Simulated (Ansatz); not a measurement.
## Converging the plane-wave cutoff: Be2Ag (R3m, 6 atoms in the cell)

```
Be2Ag
1.0
    0.00000     3.18048     3.18048
    3.18048     0.00000     3.18048
    3.18048     3.18048     0.00000
Be Ag
4 2
Direct
  0.62500   0.62500   0.12500
  0.62500   0.12500   0.62500
  0.62954   0.62954   0.62954
  0.12500   0.62500   0.62500
  0.25000   0.25000   0.25000
  0.00000   0.00000   0.00000
```

Computed with LDA (PW92), default PAW files made with PBE (plane waves; Ansatz, a quantum-chemistry and plane-wave program).

Base settings: basis.ecutwfc = 30.9 Ry; kpoints.mp_grid.grid = 9 9 9; hamiltonian.xc = lda; hamiltonian.pseudopotentials = {kind: paw} (the program's default PAW files); scf.occupations.method = fermi_dirac; scf.occupations.width = 0.0073 Ry.

The second cell is the first with its lattice scaled by 0.98.

The mesh stays at the base's, so the ladder's end is converged at best in this setting alone.

The first pressure column holds Ansatz's estimate of the finite-basis (Pulay) stress, which hides part of the cutoff error; the other is without it.

Only quantities that move along the ladder and can be compared are tabulated.

The count of work is k-points × plane waves × bands × iterations; it is no time. 

The starting cell comes from a database of computed structures (which also holds hypothetical and non-ambient phases and stackings), without a prior relaxation at this level. Its lattice was rescaled by up to half a per cent. One atom was moved a little off its site on purpose. In the base run, with a pressure of about -6 GPa the cell is away from its equilibrium volume at this level.

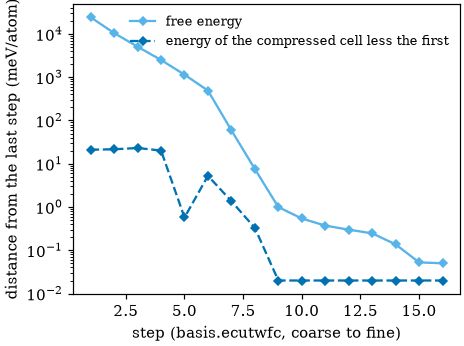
Distance from the last step along the ladder; very small values are drawn at a floor.

```csv
basis.ecutwfc,free energy less the last step's (meV/atom),energy of the compressed cell less the first (meV/atom),pressure (GPa),pressure without the Pulay estimate (GPa),largest difference of a force vector from the last step's (eV/Å),count of work / last
10.7 Ry,24294.99,-27.66,-13.40,-1198.83,0.102,0.072
12.5 Ry,10503.44,-28.11,-17.86,-635.60,0.016,0.081
14 Ry,5077.97,16.61,-7.52,-357.44,0.011,0.083
15.4 Ry,2504.26,13.73,-5.37,-203.02,0.008,0.11
16.9 Ry,1147.60,-5.94,-4.36,-108.96,0.016,0.13
18.4 Ry,492.50,-1.26,-4.07,-56.63,0.013,0.12
21.7 Ry,59.27,-5.15,-5.62,-14.43,0.006,0.16
24.6 Ry,7.56,-6.85,-5.81,-7.16,0.002,0.19
27.9 Ry,1.00,-6.53,-5.75,-5.85,0.000,0.23
30.9 Ry,0.54,-6.52,-5.75,-5.77,0.000,0.27
33.8 Ry,0.37,-6.52,-5.75,-5.76,0.000,0.31
37.1 Ry,0.30,-6.52,-5.75,-5.75,0.000,0.35
41.5 Ry,0.25,-6.52,-5.75,-5.76,0.000,0.41
46.3 Ry,0.14,-6.52,-5.75,-5.76,0.000,0.49
54 Ry,0.05,-6.52,-5.75,-5.75,0.000,0.62
61.7 Ry,0.04,-6.52,-5.75,-5.75,0.000,0.76
74.2 Ry,0.00,-6.52,-5.75,-5.75,0.000,1.0
```

Coarsest basis.ecutwfc that holds the free energy within 0.5 meV/atom of the last step, with all finer ones: 33.8 Ry, at 0.31 of the last step's count of work; the step before is off by 0.54 meV/atom.

Coarsest basis.ecutwfc that holds the forces within 0.02 eV/Å of the last step, with all finer ones: 12.5 Ry, at 0.081 of the last step's count of work; the step before is off by 0.10 eV/Å.

Coarsest basis.ecutwfc that holds the pressure within 0.05 GPa of the last step, with all finer ones: 27.9 Ry, at 0.23 of the last step's count of work; the step before is off by 0.06 GPa.

The energy difference between the two cells stays within 1 meV/atom of the last step's from 24.6 Ry on, the total only from 27.9 Ry on: much of the error is common to both cells and cancels.

Two neighbours can agree and both be off: 10.7 Ry and 12.5 Ry differ by 0.45 meV/atom in the energy of the compressed cell less the first, yet lie about 22 meV/atom from the last step.

At the lowest cutoff the pressure without the Pulay estimate lies 1190 GPa under the last step's, the usual sign of Pulay stress in an incomplete plane-wave basis.

Keys are those of Ansatz 0.2.
